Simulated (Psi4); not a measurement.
Two rigid molecules brought together: H4BN ··· CH4O (SMILES BN and CO). Monomers: optimised at B3LYP-D3(BJ) (def2-TZVP), held rigid. Orientation: lowest of the rigid-body minima from ten starts at GFN2-xTB. Only R, the distance of the centres of mass, is varied, so the lowest point isn't the relaxed dimer.

Calculation: SAPT0/jun-cc-pVDZ, frozen core in Psi4.

Components in kcal/mol:

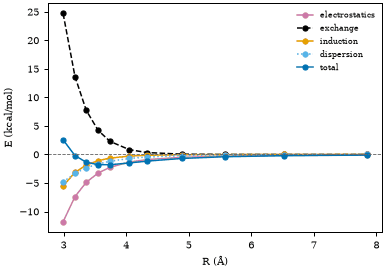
Components of the interaction energy.

```tsv
R / Å	electrostatics	exchange	induction	dispersion	total
2.99	-11.78	24.70	-5.52	-4.83	2.56
3.18	-7.39	13.64	-3.14	-3.31	-0.21
3.36	-4.88	7.72	-1.86	-2.35	-1.37
3.55	-3.26	4.21	-1.09	-1.66	-1.79
3.74	-2.25	2.28	-0.65	-1.19	-1.80
4.05	-1.33	0.83	-0.29	-0.70	-1.49
4.33	-0.90	0.33	-0.15	-0.45	-1.17
4.89	-0.50	0.05	-0.05	-0.20	-0.70
5.57	-0.31	0.01	-0.02	-0.09	-0.40
6.52	-0.18	0.00	0.00	-0.03	-0.22
7.85	-0.10	0.00	0.00	-0.01	-0.11
```
